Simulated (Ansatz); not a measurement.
Results of PBE-D4 (plane waves, PAW; Ansatz, an electronic-structure program) for anatase TiO2 (metastable phase).

Numerical settings: plane-wave cutoff 520 eV, 12×12×12 k mesh, Fermi–Dirac smearing 0.01 eV, no spin polarisation, scalar-relativistic PAW data made under PBE.

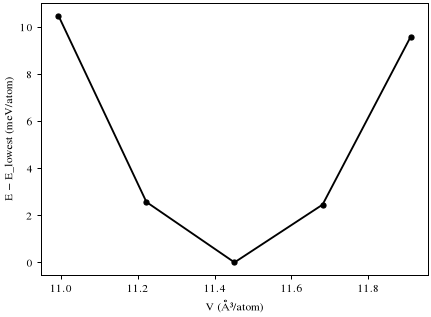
Fig. 1. Total energy against volume

### Question
From the curve, estimate the equilibrium volume and the bulk modulus.

### Answer
V0 ≈ 11.5 Å³/atom and B0 ≈ 180 GPa; the fit gives V0 = 11.452 Å³/atom, B0 = 175 GPa, B′ = 2.4.

Shape and atoms are relaxed at each volume.

Note: the bulk modulus comes from volumes at which shape and atoms were relaxed.

The computed numbers hold no vibrational or temperature effects.

It cost roughly 8 core-minutes of CPU time.
